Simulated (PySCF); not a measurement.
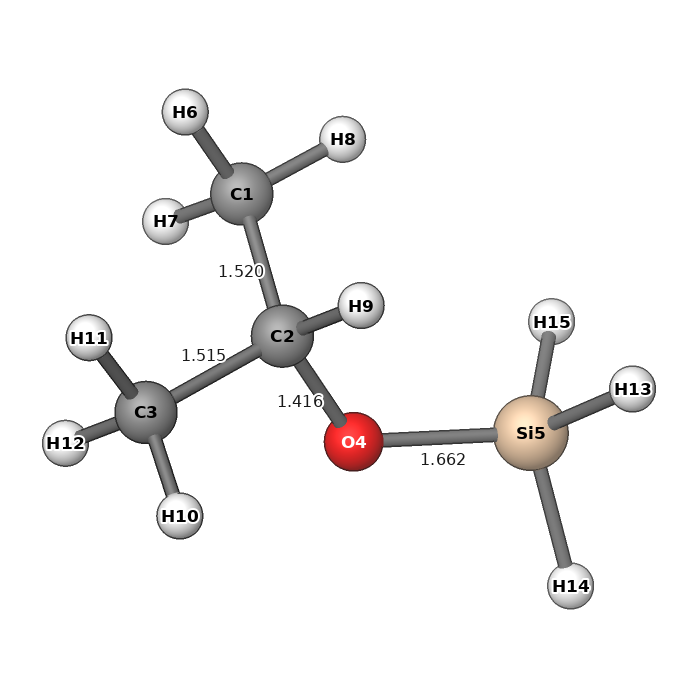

The numbers beside the sticks are distances in Å. Sticks don't show bond order. The geometry was computed by an optimisation with PBE0-D3(BJ)/def2-SVP. No frequency run is at hand to confirm it as a minimum.

**Which of the marked bonds are single, double, triple or aromatic?**

C1–C2 single; C2–C3 single; C2–O4 single; O4–Si5 single.

**Give the structure as SMILES.**

CC(C)O[SiH3]
